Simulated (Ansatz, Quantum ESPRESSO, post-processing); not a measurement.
# Gate doping of 1T-TiO2, 2 layers, AB stacking, part 6 of 9

How rigid are the bands of 1T-TiO2, 2 layers, AB stacking under field-effect doping?

Quantum ESPRESSO 7.5; plane-wave DFT, PBE, GBRV ultrasoft pseudopotentials; geometry by Ansatz 0.2.0 with PAW datasets.

So far. Step 14 (Bands along a path: charge -0.0465 e against a gate): Along this path the valence top lies between K and Γ and the conduction bottom at Γ.

### Step 16. SCF with pw.x: charge -0.0929 e against a gate

File g3.in:

```
&control
  prefix = 'g3'
  outdir = './out'
  pseudo_dir = './pseudo'
  calculation = 'scf'
  tprnfor = .true.
  tefield = .true.
  dipfield = .true.
  gate = .true.
/
&system
  ibrav = 0
  nat = 6
  ntyp = 2
  ecutwfc = 40
  ecutrho = 200
  occupations = 'smearing'
  smearing = 'fd'
  degauss = 0.004
  edir = 3
  emaxpos = 0.179911
  eopreg = 0.01
  eamp = 0.0
  zgate = 0.191911
  block = .true.
  block_1 = 0.125735
  block_2 = 0.258087
  block_height = 2.0
  tot_charge = -0.0929
  nbnd = 30
/
&electrons
  conv_thr = 1e-07
  mixing_beta = 0.4
  electron_maxstep = 120
  mixing_mode = 'local-TF'
  startingpot = 'file'
/
ATOMIC_SPECIES
  O   15.9990  o_pbe_v1.2.uspp.F.UPF
  Ti  47.8670  ti_pbe_v1.4.uspp.F.UPF
CELL_PARAMETERS angstrom
  2.97899948869649 -0.00000000000000 -0.00000000000000
  -1.48949974434824 2.57988923507201 0.00000000000000
  -0.00000000000000 0.00000000000000 30.22238424610000
ATOMIC_POSITIONS crystal
  O   0.666666666667 0.333333333333 0.393906882657
  Ti  0.000000000000 0.000000000000 0.425961922492
  O   0.333333333333 0.666666666667 0.457777996127
  O   -0.000000000000 0.000000000000 0.542222005052
  Ti  0.333333333333 0.666666666667 0.574038074779
  O   0.666666666667 0.333333333333 0.606093118894
K_POINTS automatic
  12 12 1 0 0 0
```

The run is started by

```sh
> cp -r out/g2.save out/g3.save
> OMP_NUM_THREADS=1 mpirun -n 4 pw.x -nk 4 -in g3.in > g3.out
```

Log:

```text
[banner, memory and clock lines left out]
Program PWSCF v.7.5 starts
[...]
Message from routine setup:
[...]
number of electrons       =        48.09
     number of Kohn-Sham states=           30
     kinetic-energy cutoff     =      40.0000  Ry
     charge density cutoff     =     200.0000  Ry
[...]
number of k points=    19  Fermi-Dirac smearing, width (Ry)=  0.0040
[...]
Dense  grid:    74813 G-vectors     FFT dimensions: (  27,  27, 270)
[...]
The initial density is read from file :
[...]
negative rho (up, down):  8.205E-03 0.000E+00
[...]
Starting wfcs are   36 randomized atomic wfcs
[...]
negative rho (up, down):  1.022E-02 0.000E+00
[...]
estimated scf accuracy    <       0.16092739 Ry
[...]
negative rho (up, down):  1.712E-02 0.000E+00
[...]
estimated scf accuracy    <       0.08931773 Ry
[...]
negative rho (up, down):  1.661E-02 0.000E+00
[...]
estimated scf accuracy    <       0.02031122 Ry
[...]
negative rho (up, down):  1.394E-02 0.000E+00
[...]
estimated scf accuracy    <       0.01290920 Ry
[...]
negative rho (up, down):  1.420E-02 0.000E+00
[...]
estimated scf accuracy    <       0.00727755 Ry
[...]
negative rho (up, down):  1.284E-02 0.000E+00
[...]
estimated scf accuracy    <       0.00631937 Ry
[...]
negative rho (up, down):  1.126E-02 0.000E+00
[...]
estimated scf accuracy    <       0.00398811 Ry
[...]
negative rho (up, down):  1.018E-02 0.000E+00
[...]
estimated scf accuracy    <       0.00206044 Ry
[...]
negative rho (up, down):  8.997E-03 0.000E+00
[...]
estimated scf accuracy    <       0.00123925 Ry
[...]
negative rho (up, down):  7.644E-03 0.000E+00
[...]
estimated scf accuracy    <       0.00042072 Ry
[...]
negative rho (up, down):  8.300E-03 0.000E+00
[...]
estimated scf accuracy    <       0.00462604 Ry
[...]
negative rho (up, down):  7.899E-03 0.000E+00
[...]
estimated scf accuracy    <       0.00043328 Ry
[...]
negative rho (up, down):  7.716E-03 0.000E+00
[...]
estimated scf accuracy    <       0.00031165 Ry
[...]
negative rho (up, down):  7.645E-03 0.000E+00
[...]
estimated scf accuracy    <       0.00024815 Ry
[...]
negative rho (up, down):  7.638E-03 0.000E+00
[...]
estimated scf accuracy    <       0.00017851 Ry
[...]
negative rho (up, down):  7.689E-03 0.000E+00
[...]
estimated scf accuracy    <       0.00010174 Ry
[...]
negative rho (up, down):  7.658E-03 0.000E+00
[...]
estimated scf accuracy    <       0.00004570 Ry
[...]
negative rho (up, down):  7.640E-03 0.000E+00
[...]
estimated scf accuracy    <       0.00000487 Ry
[...]
negative rho (up, down):  7.737E-03 0.000E+00
[...]
estimated scf accuracy    <       0.00000421 Ry
[...]
negative rho (up, down):  7.830E-03 0.000E+00
[...]
estimated scf accuracy    <       0.00000401 Ry
[...]
negative rho (up, down):  7.940E-03 0.000E+00
[...]
estimated scf accuracy    <       0.00000567 Ry
[...]
negative rho (up, down):  7.976E-03 0.000E+00
[...]
estimated scf accuracy    <       0.00000372 Ry
[...]
negative rho (up, down):  8.006E-03 0.000E+00
[...]
estimated scf accuracy    <       0.00000076 Ry
[...]
negative rho (up, down):  8.011E-03 0.000E+00
[...]
Total length         56.5409 bohr
[...]
estimated scf accuracy    <       0.00000038 Ry
[...]
negative rho (up, down):  8.011E-03 0.000E+00
[...]
Computed dipole along edir(3) :
[...]
Dipole               -0.9793 Ry au,         -2.4891 Debye
        Dipole field         -0.0079 Ry au,
        Potential amp.        0.8878 Ry
        Total length         56.5409 bohr
[...]
the Fermi energy is     0.0443 ev
!    total energy              =    -387.81131935 Ry
     estimated scf accuracy    <       0.00000003 Ry
     smearing contrib. (-TS)   =      -0.00098066 Ry
     internal energy E=F+TS    =    -387.81033868 Ry
[...]
one-electron contribution =   -5493.45764991 Ry
     hartree contribution      =    2754.63944802 Ry
     xc contribution           =     -65.31985294 Ry
     ewald contribution        =    2440.43988670 Ry
     electric field correction =       0.00768830 Ry
     gate field correction     =     -24.11985885 Ry
     convergence has been achieved in  25 iterations
     negative rho (up, down):  8.011E-03 0.000E+00
[...]
Total force =     0.040614     Total SCF correction =     0.000442
[...]
```

Run time: 62 s. Hardware: 4 MPI ranks of Arm Neoverse V1, shared host; peak memory 0.65 GiB; 4.1 min of CPU time.

Read from the output:

| Quantity | Value |
| --- | --- |
| Fermi energy | 0.0443 eV |

### Step 17. Valence density

File g3.rho.in:

```
&inputpp
  prefix = 'g3'
  outdir = './out'
  filplot = 'g3.rho.dat'
  plot_num = 0
/
```

The run is started by

```sh
> OMP_NUM_THREADS=1 mpirun -n 4 pp.x -in g3.rho.in > g3.rho.out
```

Elapsed: 0.97 s, on 4 MPI ranks; peak memory 0.11 GiB.

Numbers from this step:

* electrons by integration: 48.09 e

### Step 18. Electrostatic potential

File g3.pot.in:

```
&inputpp
  prefix = 'g3'
  outdir = './out'
  filplot = 'g3.pot.dat'
  plot_num = 11
/
```

The run is started by

```sh
> OMP_NUM_THREADS=1 mpirun -n 4 pp.x -in g3.pot.in > g3.pot.out
```

Elapsed: 0.97 s, on 4 MPI ranks; peak memory 0.11 GiB; 3.5 s of CPU time.

Each curve counts from the Fermi level of its own run.

The potential energy (2.0×10¹³ electrons per cm²) oscillates, so the rows of the table below give means over windows of 2 Å about each position, cut where the curve ends. Its maxima inside the range that stand out by 2 % of the span (Å: eV): 4.9: 33.0, 15.1: 5.11. Its minima: 12.9: -20.7, 17.3: -20.6.

The runs together. Table of potential energy by z; means over each step:

```
z (Å)  2.0×10¹³ electrons per cm² (eV)  6.1×10¹³ electrons per cm² (eV)  1.21×10¹⁴ electrons per cm² (eV)
    0                             5.75                             5.73                              5.73
    2                             5.75                             5.73                              5.73
    4                             20.0                             19.9                              19.9
    6                             31.6                             28.9                              25.1
    8                             13.3                             10.8                              7.22
   10                             5.01                             3.93                              2.47
   12                            -9.18                            -9.36                             -9.57
   14                            -5.98                            -6.05                             -6.10
   16                            -3.33                            -3.37                             -3.38
   18                            -11.5                            -11.5                             -11.5
   20                             5.43                             5.40                              5.41
   22                             5.75                             5.73                              5.73
   24                             5.75                             5.73                              5.73
   26                             5.75                             5.73                              5.73
   28                             5.75                             5.73                              5.73
   30                             5.75                             5.73                              5.73
```

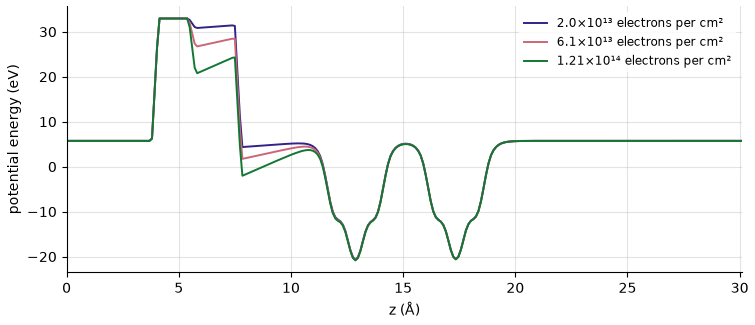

Potential energy against z.

### Step 19. Bands along a path: charge -0.0929 e against a gate

File g3.bands.in:

```
&control
  prefix = 'g3.bands'
  outdir = './out'
  pseudo_dir = './pseudo'
  calculation = 'bands'
  tefield = .true.
  dipfield = .true.
  gate = .true.
/
&system
  ibrav = 0
  nat = 6
  ntyp = 2
  ecutwfc = 40
  ecutrho = 200
  occupations = 'smearing'
  smearing = 'fd'
  degauss = 0.004
  edir = 3
  emaxpos = 0.179911
  eopreg = 0.01
  eamp = 0.0
  zgate = 0.191911
  block = .true.
  block_1 = 0.125735
  block_2 = 0.258087
  block_height = 2.0
  tot_charge = -0.0929
  nbnd = 30
/
&electrons
  conv_thr = 1e-07
  mixing_beta = 0.4
  electron_maxstep = 120
  mixing_mode = 'local-TF'
/
ATOMIC_SPECIES
  O   15.9990  o_pbe_v1.2.uspp.F.UPF
  Ti  47.8670  ti_pbe_v1.4.uspp.F.UPF
CELL_PARAMETERS angstrom
  2.97899948869649 -0.00000000000000 -0.00000000000000
  -1.48949974434824 2.57988923507201 0.00000000000000
  -0.00000000000000 0.00000000000000 30.22238424610000
ATOMIC_POSITIONS crystal
  O   0.666666666667 0.333333333333 0.393906882657
  Ti  0.000000000000 0.000000000000 0.425961922492
  O   0.333333333333 0.666666666667 0.457777996127
  O   -0.000000000000 0.000000000000 0.542222005052
  Ti  0.333333333333 0.666666666667 0.574038074779
  O   0.666666666667 0.333333333333 0.606093118894
K_POINTS crystal_b
4
  0.0000000000 0.0000000000 0.0000000000 14
  0.5000000000 0.0000000000 0.0000000000 14
  0.3333333333 0.3333333333 0.0000000000 14
  0.0000000000 0.0000000000 0.0000000000 1
```

The run is started by

```sh
> cp -r out/g3.save out/g3.bands.save
> cp out/g3.xml out/g3.bands.xml
> OMP_NUM_THREADS=1 mpirun -n 4 pw.x -nk 4 -in g3.bands.in > g3.bands.out
```

Log:

```text
[banner, memory and clock lines left out]
Program PWSCF v.7.5 starts
[citation notice left out]

[...]
Message from routine setup:
[...]
bravais-lattice index     =            0
     lattice parameter (alat)  =       5.6295  a.u.
     unit-cell volume          =    1567.4612 (a.u.)^3
     number of atoms/cell      =            6
     number of atomic types    =            2
     number of electrons       =        48.09
     number of Kohn-Sham states=           30
     kinetic-energy cutoff     =      40.0000  Ry
     charge density cutoff     =     200.0000  Ry
     Exchange-correlation=  SLA  PW   PBX  PBC
                           (   1   4   3   4   0   0   0)

[...]
PseudoPot. # 1 for O  read from file:
     ./pseudo/o_pbe_v1.2.uspp.F.UPF
     Pseudo is Ultrasoft + core correction, Zval =  6.0
     Generated by new atomic code, or converted to UPF format
     Using radial grid of  737 points,  5 beta functions with:
                l(1) =   0
                l(2) =   0
                l(3) =   1
                l(4) =   1
                l(5) =   2
     Q(r) pseudized with  8 coefficients,  rinner =    0.900   0.900   0.900
                                                       0.900   0.900

     PseudoPot. # 2 for Ti read from file:
     ./pseudo/ti_pbe_v1.4.uspp.F.UPF
     Pseudo is Ultrasoft + core correction, Zval = 12.0
     Generated by new atomic code, or converted to UPF format
     Using radial grid of  851 points,  6 beta functions with:
                l(1) =   0
                l(2) =   0
                l(3) =   1
                l(4) =   1
                l(5) =   2
                l(6) =   2
     Q(r) pseudized with  6 coefficients,  rinner =    1.000   1.000   1.000
                                                       1.000   1.000

     atomic species   valence    mass     pseudopotential
     O                 6.00    15.99900     O ( 1.00)
     Ti               12.00    47.86700     Ti( 1.00)

      6 Sym. Ops. (no inversion) found ( 6 have fractional translation)

                                    s                        frac. trans.

      isym =  1     identity

 cryst.   s( 1) = (     1          0          0      )
                  (     0          1          0      )
                  (     0          0          1      )

 cart.    s( 1) = (  1.0000000  0.0000000  0.0000000 )
                  (  0.0000000  1.0000000  0.0000000 )
                  (  0.0000000  0.0000000  1.0000000 )

      isym =  2     120 deg rotation - cryst. axis [0,0,1]

 cryst.   s( 2) = (     0          1          0      )
                  (    -1         -1          0      )
                  (     0          0          1      )

 cart.    s( 2) = ( -0.5000000 -0.8660254  0.0000000 )
                  (  0.8660254 -0.5000000  0.0000000 )
                  (  0.0000000  0.0000000  1.0000000 )

      isym =  3     120 deg rotation - cryst. axis [0,0,-1]

 cryst.   s( 3) = (    -1         -1          0      )
                  (     1          0          0      )
                  (     0          0          1      )

 cart.    s( 3) = ( -0.5000000  0.8660254  0.0000000 )
                  ( -0.8660254 -0.5000000  0.0000000 )
                  (  0.0000000  0.0000000  1.0000000 )

      isym =  4     inv. 180 deg rotation - cart. axis [1,0,0]

 cryst.   s( 4) = (    -1          0          0      )
                  (     1          1          0      )
                  (     0          0          1      )

 cart.    s( 4) = ( -1.0000000  0.0000000  0.0000000 )
                  (  0.0000000  1.0000000  0.0000000 )
                  (  0.0000000  0.0000000  1.0000000 )

      isym =  5     inv. 180 deg rotation - cryst. axis [0,1,0]

 cryst.   s( 5) = (     1          1          0      )
                  (     0         -1          0      )
                  (     0          0          1      )

 cart.    s( 5) = (  0.5000000  0.8660254  0.0000000 )
                  (  0.8660254 -0.5000000  0.0000000 )
                  (  0.0000000  0.0000000  1.0000000 )

      isym =  6     inv. 180 deg rotation - cryst. axis [1,1,0]

 cryst.   s( 6) = (     0         -1          0      )
                  (    -1          0          0      )
                  (     0          0          1      )

 cart.    s( 6) = (  0.5000000 -0.8660254  0.0000000 )
                  ( -0.8660254 -0.5000000  0.0000000 )
                  (  0.0000000  0.0000000  1.0000000 )

[...]
number of k points=    43  Fermi-Dirac smearing, width (Ry)=  0.0040
[...]
Dense  grid:    74813 G-vectors     FFT dimensions: (  27,  27, 270)

     Smooth grid:    53593 G-vectors     FFT dimensions: (  24,  24, 240)

     Dynamical RAM for                 wfc:       3.07 MB

     Dynamical RAM for     wfc (w. buffer):       3.07 MB

     Dynamical RAM for           str. fact:       2.28 MB

     Dynamical RAM for           local pot:       0.00 MB

     Dynamical RAM for          nlocal pot:       8.99 MB

     Dynamical RAM for                qrad:       2.27 MB

     Dynamical RAM for          rho,v,vnew:       7.93 MB

     Dynamical RAM for           G-vectors:       4.69 MB

     Dynamical RAM for          h,s,v(r/c):       0.16 MB

     Dynamical RAM for          <psi|beta>:       0.04 MB

     Dynamical RAM for                 psi:       6.13 MB

     Dynamical RAM for                hpsi:       6.13 MB

     Dynamical RAM for                spsi:       6.13 MB

     Dynamical RAM for      wfcinit/wfcrot:       6.15 MB

     Dynamical RAM for           addusdens:      55.08 MB

     Adding charged plate to compensate the charge of the system - add_gatefield
     see PRB 89, 245406 (2014), works only for 2D systems perpendicular to z
                                i.e. 3rd lattice vector is (0,0,c)

        prefactor of the potential in [Ha a.u.]:    -0.021268
               position of the gate within cell:     0.19191
         ion-gate + gate-gate contribution to the total energy:   -24.119859
                         gate-gate contribution:     0.018807

        Adding potential to prevent charge spilling into region of the gate
        Potential is linearly increased and decreased within the first/last eopreg of block_size
        block_size =  0.13235 in units of unit cell length
        block_height =  2.00000 in Ry

     Check: negative core charge=   -0.000002

     The potential is recalculated from file :
     ./out/g3.bands.save/charge-density

     negative rho (up, down):  8.011E-03 0.000E+00

     Adding external electric field

     Computed dipole along edir(3) :
        Elec. dipole         -4.0770 Ry au,        -10.3628 Debye
        Ion. dipole          -4.0849 Ry au,        -10.3827 Debye
        Dipole               -0.9793 Ry au,         -2.4891 Debye
        Dipole field         -0.0079 Ry au,

        Potential amp.        0.8878 Ry
        Total length         56.5409 bohr

     Starting wfcs are   36 randomized atomic wfcs

     Band Structure Calculation
     Davidson diagonalization with overlap

     Computing kpt #:     1  of    11 on this pool

     Computing kpt #:     2  of    11 on this pool

     Computing kpt #:     3  of    11 on this pool

     Computing kpt #:     4  of    11 on this pool

     Computing kpt #:     5  of    11 on this pool

     Computing kpt #:     6  of    11 on this pool

     Computing kpt #:     7  of    11 on this pool

     Computing kpt #:     8  of    11 on this pool

     Computing kpt #:     9  of    11 on this pool

     Computing kpt #:    10  of    11 on this pool

     Computing kpt #:    11  of    11 on this pool

     ethr =  2.08E-10,  avg # of iterations = 40.4

     End of band structure calculation

          k = 0.0000 0.0000 0.0000 (  6715 PWs)   bands (ev):

   -58.9911 -58.8458 -35.2770 -35.1242 -34.9918 -34.9918 -34.8358 -34.8358
   -20.3132 -19.9799 -18.5281 -18.1752  -6.7985  -6.4839  -6.4839  -6.2050
    -6.2050  -6.1432  -3.8483  -3.0805  -3.0805  -2.9574  -2.7529  -2.7529
    -0.0148  -0.0148   0.1776   0.1776   1.2744   1.6860

          k = 0.0357 0.0206 0.0000 (  6729 PWs)   bands (ev):

   -58.9902 -58.8448 -35.2754 -35.1226 -34.9998 -34.9933 -34.8438 -34.8373
   -20.2958 -19.9626 -18.5365 -18.1843  -6.7812  -6.5024  -6.4705  -6.2150
    -6.1915  -6.1174  -3.8113  -3.1540  -3.1104  -2.9394  -2.8144  -2.7835
     0.0042   0.0176   0.1989   0.2109   1.2988   1.6853

[...]
```

Run time: 39 s. Hardware: 4 MPI ranks; peak memory 0.38 GiB.

This step gave:

- valence top, on the run's zero: -2.543 eV
- conduction bottom, on the run's zero: -0.01483 eV
- gap by band count: 2.528 eV

Band numbers count within the set of bands kept for display. The electronic bands at the labelled points (eV, zero at the Fermi level; # counts the bands kept):

```
point     #9    #10    #11    #12    #13    #14   #15   #16
    Γ  -3.12  -3.00  -2.80  -2.80  -0.06  -0.06  0.13  0.13
    M  -4.14  -3.81  -3.65  -3.25   0.10   0.41  1.01  1.07
    K  -4.29  -4.05  -3.84  -3.63   0.15   0.35  1.19  1.23
    Γ  -3.12  -3.00  -2.80  -2.80  -0.06  -0.06  0.13  0.13
```

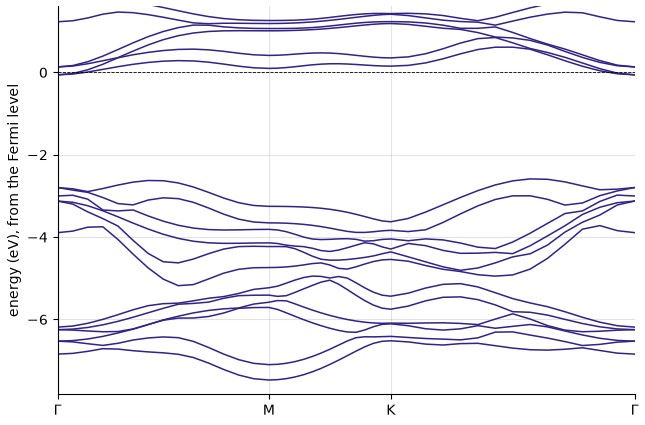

Electronic bands along the path.

An edge by band count lies at the Fermi level or within reach of the smearing, so that band is partly filled.

Along this path the valence top lies between K and Γ and the conduction bottom at Γ.

### Step 20. Induced charge

The planar mean oscillates, so the rows of the table below give means over windows of 2 Å about each position, cut where the curve ends. Its maxima inside the range that stand out by 2 % of the span (Å: e/Å³): 11.2: 0.00783, 12.1: 0.00400, 13.3: 0.00147, 15.8: 4.9e-4. Its minima: 11.8: 0.00307, 12.9: -0.00128, 14.3: -8.0e-4.

Table of planar mean by z; means over each step:

```
z (Å)  planar mean (e/Å³)
    6                   0
    8              4.3e-5
   10             0.00206
   12             0.00360
   14              5.6e-5
   16              2.6e-4
   18              2.6e-5
   20             -2.5e-6
   22             -1.7e-8
```

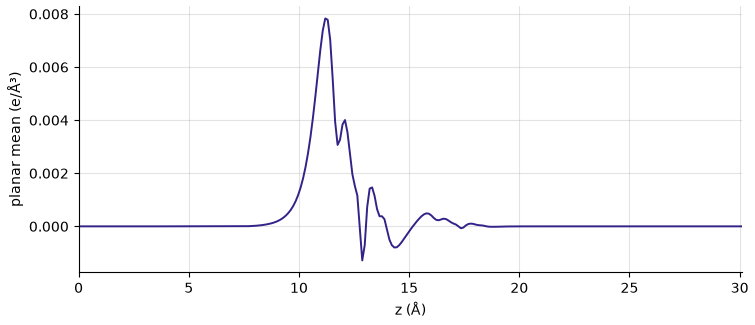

Planar mean, plotted against z.

The running integral, electrons below z by z:

```
z (Å)  running integral, electrons below z (e/Å²)
    6                                           0
    8                                      6.2e-6
   10                                      7.3e-4
   12                                      0.0100
   14                                      0.0121
   16                                      0.0118
   18                                      0.0121
   20                                      0.0121
   22                                      0.0121
   24                                      0.0121
   26                                      0.0121
   28                                      0.0121
   30                                      0.0121
```

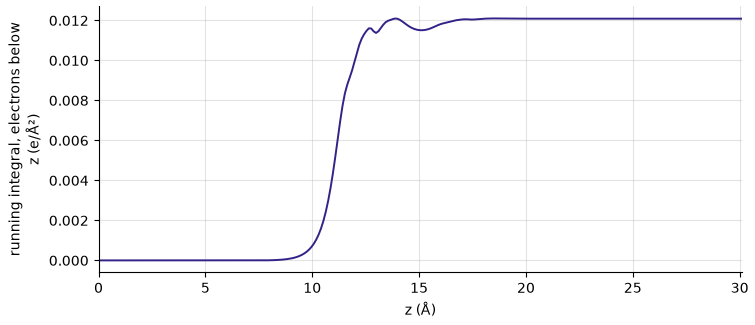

Running integral, electrons below z against z.

(Continued in part 7 of 9.)

[Logs are printed without paths, hosts, clocks, repeated set-up lines and the standing remarks that a program may print on its own settings, such as how far it seeks lower states.]

[Hosts, paths, dates, database ids (printed as entryN), source tags and the programs' standing remarks are cut or masked in the printed files.]

[Maps of the electrostatic potential energy from Ansatz leave out the sawtooth potential of an applied field or a dipole correction, so their vacuum need not be flat; planar profiles and work functions include it.]
